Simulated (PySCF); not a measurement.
# SiNH3 (SMILES [N][SiH3]) at UB3LYP/STO-6G

What is the energy change on altering one bond length of SiNH3 at UB3LYP/STO-6G? 

Program for the calculation: PySCF 2.14.0.

15 further runs of the same task are left out: 4 that didn't finish, 11 set aside as unsound or not needed.

## Step 1: Starting point

SiNH3 has 5 atoms, charge 0, and is taken as a triplet. SMILES: `[N][SiH3]`. The shape is that of a GFN2-xTB optimisation.

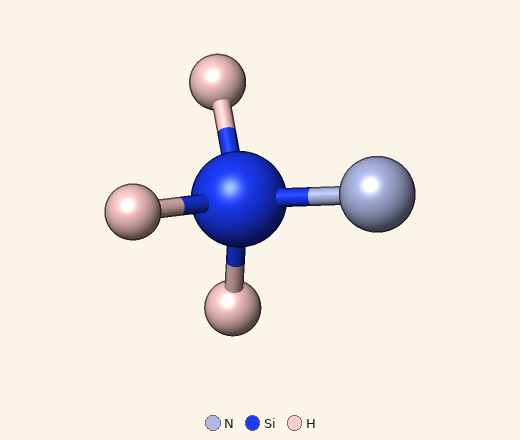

The structure, seen from a chosen angle (nitrogen light blue, silicon blue, hydrogen pink).

## Step 2: The energy at UB3LYP/STO-6G

run.py reads:

```python
# [N][SiH3]
from pyscf import gto, dft

system = gto.M(
    atom='''
N       -1.536630       0.334330       0.479510
Si       0.010240      -0.002340      -0.003820
H        0.064950      -0.313200      -1.445390
H        0.555100      -1.162980       0.727210
H        0.906340       1.144190       0.242490
''',
    verbose=3,
    basis='sto-6g',
    spin=2,
    max_memory=1860,
)

myscf = dft.UKS(system)
myscf.xc = 'b3lyp'
myscf.conv_tol = 1e-10
myscf.grids.level = 5
myscf.kernel()
if not myscf.converged:
    myscf = myscf.newton().run(myscf.mo_coeff, myscf.mo_occ)

e_final = myscf.e_tot
print('Final energy', e_final)
```

On the command line:

```bash
$ OMP_NUM_THREADS=1 python run.py
```

Output:

```text
WARN: HOMO -0.222996806329115 >= LUMO -0.223050905255619

converged SCF energy = -344.694415845418  <S^2> = 2.0047301  2S+1 = 3.0031517
Final energy -344.69441584541767
```

Run time: 3.9 s. Hardware: 1 thread of Intel Xeon Platinum 8559C (Emerald Rapids), shared host; peak memory 0.2 GiB.

## Step 3: The distorted shape, same level

job.py reads:

```python
from pyscf import gto, dft

mol = gto.M(
    atom='''
N   -2.253530  -0.582919   0.282457
Si  -0.706660  -0.919589  -0.200873
H   -0.651950  -1.230449  -1.642443
H   -0.161800  -2.080229   0.530157
H    0.906340   1.144190   0.242490
''',
    max_memory=1860,
    verbose=4,
    spin=2,
    basis='sto-6g',
)

ks = dft.UKS(mol)
ks.xc = 'b3lyp'
ks.grids.level = 5
ks.conv_tol = 1e-10
ks.kernel()
if not ks.converged:
    ks = ks.newton().run(ks.mo_coeff, ks.mo_occ)

e_final = ks.e_tot
print('Final energy', e_final)
```

On the command line:

```bash
$ OMP_NUM_THREADS=1 python job.py
```

Output:

```text
PySCF version 2.14.0

[INPUT] num. atoms = 5
[INPUT] num. electrons = 24
[INPUT] charge = 0
[INPUT] spin (= nelec alpha-beta = 2S) = 2
[INPUT] symmetry False subgroup None
[INPUT] Mole.unit = angstrom
[INPUT] Symbol           X                Y                Z      unit          X                Y                Z       unit  Magmom
[INPUT]  1 N     -2.253530000000  -0.582919000000   0.282457000000 AA   -4.258554513491  -1.101557262805   0.533766371966 Bohr   0.0
[INPUT]  2 Si    -0.706660000000  -0.919589000000  -0.200873000000 AA   -1.335393863185  -1.737771357163  -0.379594955820 Bohr   0.0
[INPUT]  3 H     -0.651950000000  -1.230449000000  -1.642443000000 AA   -1.232006946910  -2.325211620245  -3.103767445209 Bohr   0.0
[INPUT]  4 H     -0.161800000000  -2.080229000000   0.530157000000 AA   -0.305757686955  -3.931063086378   1.001851533021 Bohr   0.0
[INPUT]  5 H      0.906340000000   1.144190000000   0.242490000000 AA    1.712734375738   2.162205734466   0.458239687946 Bohr   0.0

nuclear repulsion = 48.5858427825634
number of shells = 11
number of NR pGTOs = 102
number of NR cGTOs = 17
basis = sto-6g
ecp = {}

******** <class 'pyscf.dft.uks.UKS'> ********
method = UKS
initial guess = minao
damping factor = 0
level_shift factor = 0
DIIS = <class 'pyscf.scf.diis.CDIIS'>
diis_start_cycle = 1
diis_space = 8
diis_damp = 0
SCF conv_tol = 1e-10
SCF conv_tol_grad = None
SCF max_cycles = 50
direct_scf = True
direct_scf_tol = 1e-13
number electrons alpha = 13  beta = 11
XC library pyscf.dft.libxc version 7.0.0
    S. Lehtola, C. Steigemann, M. J.T. Oliveira, and M. A.L. Marques.,  SoftwareX 7, 1–5 (2018)
XC functionals = b3lyp
    P. J. Stephens, F. J. Devlin, C. F. Chabalowski, and M. J. Frisch.,  J. Phys. Chem. 98, 11623 (1994)
radial grids:
    Treutler-Ahlrichs [JCP 102, 346 (1995); DOI:10.1063/1.469408] (M4) radial grids

becke partition: Becke, JCP 88, 2547 (1988); DOI:10.1063/1.454033
pruning grids: <function nwchem_prune>
grids dens level: 5
symmetrized grids: False
atomic radii adjust function: <function treutler_atomic_radii_adjust>
small_rho_cutoff = 0
Set gradient conv threshold to 1e-05
tot grids = 156288
init E= -344.310647218456
[... the frontier-level lines of each cycle are left out ...]


cycle= 1 E= -344.333417886171  delta_E= -0.0228  |g|= 0.46  |ddm|= 1.95


cycle= 2 E= -342.567869374096  delta_E= 1.77  |g|= 1.25  |ddm|=  2.7
cycle= 3 E= -344.531660913361  delta_E= -1.96  |g|= 0.0821  |ddm|= 2.36
cycle= 4 E= -344.54072067266  delta_E= -0.00906  |g|= 0.0753  |ddm|= 0.46
cycle= 5 E= -344.549354839819  delta_E= -0.00863  |g|= 0.021  |ddm|= 0.184
cycle= 6 E= -344.551080421391  delta_E= -0.00173  |g|= 0.00825  |ddm|= 0.121
cycle= 7 E= -344.55152382902  delta_E= -0.000443  |g|= 0.00301  |ddm|= 0.0711
cycle= 8 E= -344.551599839152  delta_E= -7.6e-05  |g|= 0.000787  |ddm|= 0.0399
cycle= 9 E= -344.551601476631  delta_E= -1.64e-06  |g|= 0.000414  |ddm|= 0.00424
cycle= 10 E= -344.55160173799  delta_E= -2.61e-07  |g|= 2.53e-05  |ddm|= 0.0017
cycle= 11 E= -344.551601741081  delta_E= -3.09e-09  |g|= 1.03e-05  |ddm|= 0.000209
cycle= 12 E= -344.551601741692  delta_E= -6.11e-10  |g|= 2.61e-06  |ddm|= 9.06e-05
cycle= 13 E= -344.55160174174  delta_E= -4.79e-11  |g|= 3.42e-07  |ddm|= 3.31e-05
Extra cycle  E= -344.55160174174  delta_E= -3.41e-13  |g|= 3.69e-07  |ddm|= 1.39e-06
converged SCF energy = -344.55160174174  <S^2> = 2.26213  2S+1 = 3.16994
Final energy -344.5516017417402
```

Run time: 5.4 s. Hardware: 1 thread of Intel Xeon Platinum 8559C (Emerald Rapids), shared host; peak memory 0.2 GiB.

## Step 4: Summary of results

At UB3LYP/STO-6G:

```
                                                          quantity          value
                                         first shape: total energy  -344.69442 Eh
                                        first shape: dipole moment         1.32 D
                   first shape: HOMO energy (highest over α and β)       -5.12 eV
                    first shape: LUMO energy (lowest over α and β)        0.57 eV
                                                 first shape: ⟨S²⟩          2.005
                                     distorted shape: total energy  -344.55160 Eh
                                    distorted shape: dipole moment         1.68 D
               distorted shape: HOMO energy (highest over α and β)       -4.44 eV
                distorted shape: LUMO energy (lowest over α and β)        0.32 eV
                                             distorted shape: ⟨S²⟩          2.262
energy change with the Si2–H5 bond stretched from 1.476 to 2.657 Å       3.886 eV
```

With the Si2–H5 bond stretched from 1.476 to 2.657 Å the energy rises by 3.89 eV (90 kcal/mol). The first shape isn't relaxed at this level, so the change isn't measured from a minimum. The minimal basis adds a large error of its own. ⟨S²⟩ (distorted shape) is 2.26 where a pure triplet has 2.00: the reference is spin-contaminated.
